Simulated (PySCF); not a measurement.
**CH7GeSi (SMILES [CH3][GeH][SiH3]) at 5 levels**

We compute a comparison of 5 runs (UHF/pcseg-1, UHF/cc-pVTZ, UB3LYP/6-31G*, UB3LYP/6-31G**, UPBE0/def2-SVP) of CH7GeSi. 

The results are computed with PySCF 2.14.0.

### 1 The molecule

The species is CH7GeSi (10 atoms), meant as a doublet with charge 0. As SMILES, `[CH3][GeH][SiH3]`. Geometry: relaxed at PBE0-D4/def2-TZVP.

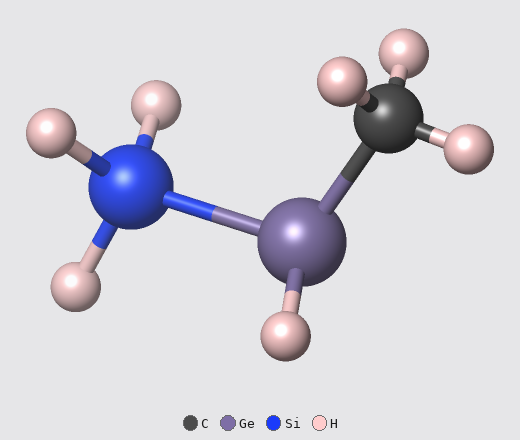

The structure, seen from a chosen angle (carbon dark grey, germanium purple, silicon blue, hydrogen pink).

### 2 Energy and forces at UHF/pcseg-1 (run 1)

Input file mol.xyz:

```xyz
10

C     -1.028200     1.294700    -0.763800
Ge    -0.242400    -0.504200    -0.827300
Si     0.885800    -1.160700     1.156100
H     -1.599600     1.486400    -1.672500
H     -0.235700     2.042800    -0.684100
H     -1.688700     1.388300     0.098200
H      0.639300    -0.650700    -2.090900
H      1.389200    -2.550800     1.000400
H     -0.074300    -1.121100     2.291700
H      2.037700    -0.275900     1.495300
```

Input file input.py:

```python
import pyscf.grad
from pyscf import gto

mol = gto.M(
    atom='mol.xyz',
    max_memory=1860,
    basis='pcseg-1',
    verbose=4,
    spin=1,
)

calc0 = mol.UHF()
calc0.conv_tol = 1e-10
calc0.kernel()
if not calc0.converged:
    calc0 = calc0.newton().run(calc0.mo_coeff, calc0.mo_occ)

energy = calc0.e_tot
print('E(%s) = %.9f' % ('HF', energy))
grad = calc0.Gradients().kernel()
calc0.analyze()
```

Run with:

```console
OMP_NUM_THREADS=1 python input.py
```

The log of the run:

```text
PySCF version 2.14.0

[... 98 lines left out ...]
converged SCF energy = -2405.90554809589  <S^2> = 0.7563139  2S+1 = 2.006304
[... 14 lines left out ...]
Nuclear Repulsion Energy =             248.551755583776071
[... 1 line left out ...]
Two-electron Energy =                 1192.598912673021687
[... 1 line left out ...]
DFT Exchange-Correlation Energy =     -105.465718101924267
[... 4 lines left out ...]
MO #2   energy= -68.7498204655707  | -68.7497242950763  occ= 1 | 1
[... 2 lines left out ...]
MO #94  energy= 3.58486742700259   | 3.58518511292069   occ= 0 | 0
[... 123 lines left out ...]
Dipole moment(X, Y, Z, Debye): -0.24709,  0.63033,  0.03705
```

It took 23 s on 1 thread of Intel Xeon Platinum 8259CL at 2.50GHz (Skylake/Cascade Lake), shared host; peak memory 0.2 GiB.

### 3 Energy and forces at UHF/cc-pVTZ (run 2)

Input file job.py:

```python
from pyscf import gto, scf

mol = gto.Mole()
mol.atom = '''
C     -1.943016     2.446628    -1.443373
Ge    -0.458070    -0.952800    -1.563370
Si     1.673919    -2.193405     2.184712
H     -3.022806     2.808889    -3.160567
H     -0.445408     3.860333    -1.292762
H     -3.191181     2.623507     0.185571
H      1.208102    -1.229645    -3.951228
H      2.625208    -4.820313     1.890482
H     -0.140407    -2.118572     4.330685
H      3.850695    -0.521375     2.825707
'''
mol.basis = 'cc-pvtz'
mol.unit = 'bohr'
mol.max_memory = 1860
mol.verbose = 3
mol.spin = 1
mol.build()

hf = scf.UHF(mol)
hf.conv_tol = 1e-10
hf.kernel()
if not hf.converged:
    hf = hf.newton().run(hf.mo_coeff, hf.mo_occ)

e_tot = hf.e_tot
print(f'total energy: {e_tot:.8f} hartree')
grad = hf.nuc_grad_method().kernel()
hf.analyze()
```

Run with:

```console
OMP_NUM_THREADS=1 python job.py
```

The log of the run:

```text
converged SCF energy = -2406.28344669227  <S^2> = 0.75832062  2S+1 = 2.0083034
total energy: -2406.28344669 hartree
--------------- UHF gradients ---------------
         x                y                z
0 C     0.0022410616    -0.0072885724     0.0002334202
1 Ge     0.0014457378     0.0014482802     0.0076028435
2 Si    -0.0049329675     0.0030855954    -0.0083445613
3 H    -0.0027570200     0.0003235580    -0.0053225056
4 H     0.0052025575     0.0033447661     0.0004427224
5 H    -0.0030939934    -0.0003261057     0.0047518222
6 H     0.0006697518    -0.0001327571    -0.0012092809
7 H     0.0006607990    -0.0023596809    -0.0005725358
8 H    -0.0017421093     0.0001476208     0.0016170624
9 H     0.0023061826     0.0017572956     0.0008010128
----------------------------------------------
**** MO energy ****
                             alpha | beta                alpha | beta
MO #1   energy= -405.21882778402   | -405.216610973373  occ= 1 | 1
MO #2   energy= -68.7767554194958  | -68.7766133421077  occ= 1 | 1
MO #3   energy= -52.1258237274256  | -52.1248082398708  occ= 1 | 1
MO #4   energy= -46.2149888136823  | -46.2118400839712  occ= 1 | 1
MO #5   energy= -46.2120653144647  | -46.2116138348934  occ= 1 | 1
MO #6   energy= -46.2118775450516  | -46.2110395695967  occ= 1 | 1
MO #7   energy= -11.2223715820813  | -11.2222624595242  occ= 1 | 1
MO #8   energy= -7.1709453706186   | -7.16618049452158  occ= 1 | 1
MO #9   energy= -6.12564833576559  | -6.12539942141526  occ= 1 | 1
MO #10  energy= -5.15050908515042  | -5.14240284066466  occ= 1 | 1
[... 191 lines of this table left out ...]
MO #202 energy= 5.74491770701262   | 5.74573041739922   occ= 0 | 0
MO #203 energy= 6.2162450733782    | 6.2171119829528    occ= 0 | 0
MO #204 energy= 6.23605689448739   | 6.23643526007873   occ= 0 | 0
MO #205 energy= 13.0798679251368   | 13.0802550139057   occ= 0 | 0

To work with the spin densities directly, `use mulliken_meta_spin()` only printing them here.

 ** Mulliken spin pop alpha/beta on meta-lowdin orthogonal AOs **
 ** Mulliken Spin Density (per atom)  **
spin density of  0 C =     -0.00967
spin density of  1 Ge =      0.96404
spin density of  2 Si =      0.00736
spin density of  3 H =      0.00063
spin density of  4 H =      0.02189
spin density of  5 H =     -0.00026
spin density of  6 H =     -0.00921
spin density of  7 H =     -0.00405
spin density of  8 H =     -0.00440
spin density of  9 H =      0.03369
 ** Mulliken pop alpha/beta on meta-lowdin orthogonal AOs **
 ** Mulliken atomic charges   ( Nelec_alpha | Nelec_beta ) **
charge of  0C =     -0.50655  (     3.24844      3.25811 )
charge of  1Ge =      0.27203  (    16.34601     15.38196 )
charge of  2Si =      0.37630  (     6.81553      6.80817 )
charge of  3H =      0.11213  (     0.44425      0.44362 )
charge of  4H =      0.10835  (     0.45677      0.43488 )
charge of  5H =      0.10904  (     0.44535      0.44561 )
charge of  6H =     -0.10080  (     0.54579      0.55501 )
charge of  7H =     -0.11999  (     0.55797      0.56202 )
charge of  8H =     -0.12438  (     0.55999      0.56439 )
charge of  9H =     -0.12613  (     0.57991      0.54622 )
Dipole moment(X, Y, Z, Debye): -0.34110,  0.72841, -0.03973
```

Wall time 8.7 min (1 thread of Intel Xeon Platinum 8259CL at 2.50GHz (Skylake/Cascade Lake), shared host); peak memory 0.13 GiB.

### 4 Energy and gradient at UB3LYP/6-31G(d) (Cartesian functions) (run 3)

Input file input.py:

```python
# [CH3][GeH][SiH3]
import pyscf.grad
from pyscf import gto, dft

system = gto.Mole()
system.atom = '''
C   -1.028200   1.294700  -0.763800
Ge  -0.242400  -0.504200  -0.827300
Si   0.885800  -1.160700   1.156100
H   -1.599600   1.486400  -1.672500
H   -0.235700   2.042800  -0.684100
H   -1.688700   1.388300   0.098200
H    0.639300  -0.650700  -2.090900
H    1.389200  -2.550800   1.000400
H   -0.074300  -1.121100   2.291700
H    2.037700  -0.275900   1.495300
'''
system.cart = True
system.charge = 0
system.verbose = 4
system.basis = '6-31g*'
system.spin = 1
system.max_memory = 1860
system.build()

calc0 = dft.UKS(system)
calc0.xc = 'b3lyp'
calc0.grids.level = 5
calc0.conv_tol = 1e-10
calc0.kernel()
if not calc0.converged:
    calc0 = calc0.newton().run(calc0.mo_coeff, calc0.mo_occ)

e_final = calc0.e_tot
print('Final energy', e_final)
grad = calc0.Gradients().kernel()
calc0.analyze()
```

Run with:

```console
OMP_NUM_THREADS=1 python input.py
```

The log of the run:

```text
PySCF version 2.14.0

[... 106 lines left out ...]
Final energy -2408.544637324495
[... 14 lines left out ...]
Nuclear Repulsion Energy =             248.551755583776071
[... 1 line left out ...]
Two-electron Energy =                 1189.051632243531685
[... 1 line left out ...]
DFT Exchange-Correlation Energy =     -107.986948938416177
[... 4 lines left out ...]
MO #2   energy= -66.1272625268538  | -66.1270769903846  occ= 1 | 1
[... 2 lines left out ...]
MO #83  energy= 86.703929118273    | 86.7063735441732   occ= 0 | 0
[... 112 lines left out ...]
Dipole moment(X, Y, Z, Debye): -0.28276,  0.91042, -0.06171
```

Run time: 56 s. Hardware: 1 thread of Intel Xeon Platinum 8259CL at 2.50GHz (Skylake/Cascade Lake), shared host; peak memory 0.83 GiB.

Run 4 isn't shown in full; the table further down has it.

### 5 Energy and gradient at UPBE0/def2-SVP (run 5)

Input file job.py:

```python
# [CH3][GeH][SiH3]
import pyscf.grad
from pyscf import gto, dft

molecule = gto.Mole()
molecule.atom = [
    ('C', (-1.028200, 1.294700, -0.763800)),
    ('Ge', (-0.242400, -0.504200, -0.827300)),
    ('Si', (0.885800, -1.160700, 1.156100)),
    ('H', (-1.599600, 1.486400, -1.672500)),
    ('H', (-0.235700, 2.042800, -0.684100)),
    ('H', (-1.688700, 1.388300, 0.098200)),
    ('H', (0.639300, -0.650700, -2.090900)),
    ('H', (1.389200, -2.550800, 1.000400)),
    ('H', (-0.074300, -1.121100, 2.291700)),
    ('H', (2.037700, -0.275900, 1.495300)),
]
molecule.verbose = 4
molecule.max_memory = 1860
molecule.spin = 1
molecule.basis = 'def2-svp'
molecule.build()

calc0 = dft.UKS(molecule, xc='pbe0')
calc0.conv_tol = 1e-10
calc0.grids.level = 5
calc0.kernel()
if not calc0.converged:
    calc0 = calc0.newton().run(calc0.mo_coeff, calc0.mo_occ)

energy = calc0.e_tot
print(f'total energy: {energy:.8f} hartree')
grad = calc0.Gradients().kernel()
calc0.analyze()
```

Run with:

```console
OMP_NUM_THREADS=1 python job.py
```

The log of the run:

```text
PySCF version 2.14.0

[... 104 lines left out ...]
total energy: -2407.95211121 hartree
[... 14 lines left out ...]
Nuclear Repulsion Energy =             248.551755583776071
[... 1 line left out ...]
Two-electron Energy =                 1190.157770333528106
[... 1 line left out ...]
DFT Exchange-Correlation Energy =     -107.530293529715465
[... 4 lines left out ...]
MO #2   energy= -66.2363171816535  | -66.2361722643643  occ= 1 | 1
[... 2 lines left out ...]
MO #99  energy= 2.93914880842207   | 2.93984161791655   occ= 0 | 0
[... 128 lines left out ...]
Dipole moment(X, Y, Z, Debye): -0.35093,  0.83705, -0.11342
```

Wall time 73 s (1 thread of Intel Xeon Platinum 8259CL at 2.50GHz (Skylake/Cascade Lake), shared host); peak memory 0.99 GiB.

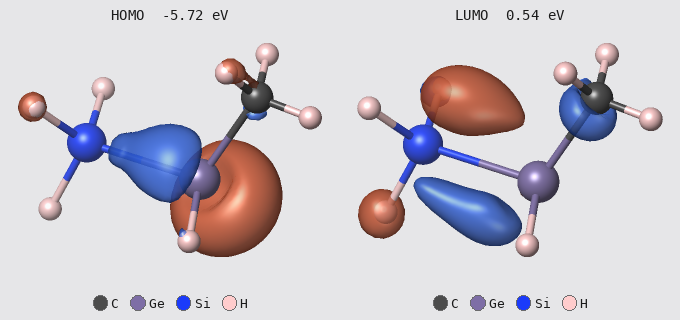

Frontier orbitals of this run (spin up), surfaces at ±0.2 Å^-3/2.

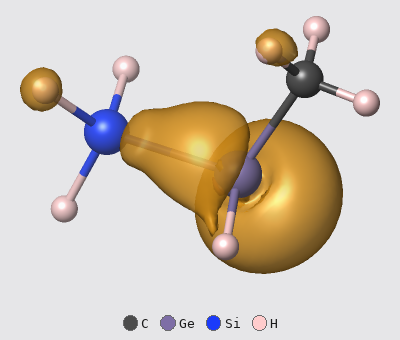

Spin density, surfaces at ±0.03 e/Å³.

### 6 The series

```csv
run,level,Cartesian functions,integration grid,energy (Eh),dipole moment (D),HOMO energy (eV),LUMO energy (eV),wall time
1,UHF/pcseg-1,no,–,-2405.905548,0.68,-8.28,1.11,23 s
2,UHF/cc-pVTZ,no,–,-2406.283447,0.81,-8.26,1.14,8.7 min
3,UB3LYP/6-31G* (Cartesian functions),yes,5,-2408.544637,0.96,-5.32,-2.73,56 s
4,UB3LYP/6-31G** (spherical functions),no,5,-2408.546554,0.96,-5.31,-2.73,71 s
5,UPBE0/def2-SVP,no,5,-2407.952111,0.91,-5.72,-2.47,73 s
```

### 7 Summary of results

| quantity | value |
| --- | --- |
| run 5: total energy | -2407.95211 Eh |
| run 5: dipole moment | 0.91 D |
| run 5: HOMO energy (highest over α and β) | -5.72 eV |
| run 5: LUMO energy (lowest over α and β) | -2.47 eV |
| run 5: ⟨S²⟩ | 0.753 |
| run 5: largest force on an atom | 0.312 eV/Å |

**Reading.** The dipole moment (its size) runs from 0.68 D (UHF/pcseg-1) to 0.96 D (UB3LYP/6-31G**). The two ends differ in method and basis. Totals of different functionals can't be ranked against each other. All runs together took 12 min, the longest 8.7 min.
